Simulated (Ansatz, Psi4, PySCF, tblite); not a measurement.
Interaction energy of BF3 ··· CH3Br (SMILES FB(F)F and CBr), singlet. Monomers: optimised at B3LYP-D3(BJ) (def2-TZVP), held rigid. Orientation: lowest of the rigid-body minima from ten starts at GFN2-xTB. R is the distance of the centres of mass, along which the second monomer moves.

Geometry at R = 2.91 Å (first 4 atoms: monomer A):
```
9

F      1.1917    -0.5584     0.0001
B      0.0001     0.0000    -0.0001
F     -1.0789    -0.7526    -0.0002
F     -0.1130     1.3109     0.0002
C      1.6930     1.4047    -2.6126
Br     0.2212     0.1474    -2.9029
H      1.2624     2.3457    -2.2892
H      2.2199     1.5167    -3.5536
H      2.3381     0.9849    -1.8489
```

Levels of theory: RHF/STO-3G = restricted Hartree-Fock/STO-3G, no counterpoise correction (PySCF); GFN2-xTB (tblite); RHF/aug-cc-pVDZ, counterpoise-corrected (Ansatz, a quantum-chemistry and plane-wave program); revPBE-D3(BJ)/def2-TZVP, counterpoise-corrected (Psi4); revPBE/def2-TZVP, counterpoise-corrected (Psi4).

Interaction energies in kJ/mol (negative: bound); R is the distance of the centres of mass, d the F1···H9 distance.

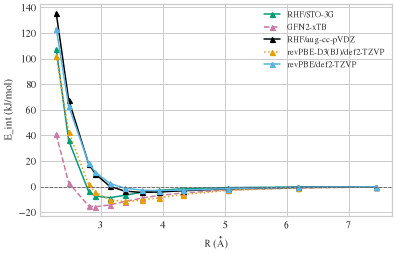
Interaction energy against separation.

```csv
R / Å,d / Å,RHF/STO-3G,GFN2-xTB,RHF/aug-cc-pVDZ,revPBE-D3(BJ)/def2-TZVP,revPBE/def2-TZVP
2.28,2.18,107.27,40.85,135.50,102.29,123.52
2.48,2.33,36.10,2.99,67.86,42.94,62.94
2.80,2.58,-3.69,-15.05,17.97,1.75,18.57
2.91,2.67,-7.37,-15.79,9.81,-4.33,11.28
3.14,2.86,-8.74,-14.36,0.32,-10.40,2.62
3.38,3.06,-6.87,-11.72,-3.54,-11.68,-1.24
3.66,3.31,-4.47,-8.98,-4.61,-10.60,-2.83
3.94,3.56,-2.87,-6.95,-4.27,-8.73,-3.12
4.32,3.91,-1.72,-5.00,-3.28,-6.25,-2.74
5.04,4.58,-0.84,-2.69,-1.75,-3.03,-1.59
6.18,5.66,-0.35,-1.04,-0.69,-0.96,-0.56
7.43,6.87,-0.16,-0.42,-0.30,-0.35,-0.22
```

Lowest grid point: RHF/STO-3G -8.74 kJ/mol at R = 3.14 Å; GFN2-xTB -15.79 kJ/mol at R = 2.91 Å; RHF/aug-cc-pVDZ -4.61 kJ/mol at R = 3.66 Å; revPBE-D3(BJ)/def2-TZVP -11.68 kJ/mol at R = 3.38 Å; revPBE/def2-TZVP -3.12 kJ/mol at R = 3.94 Å.
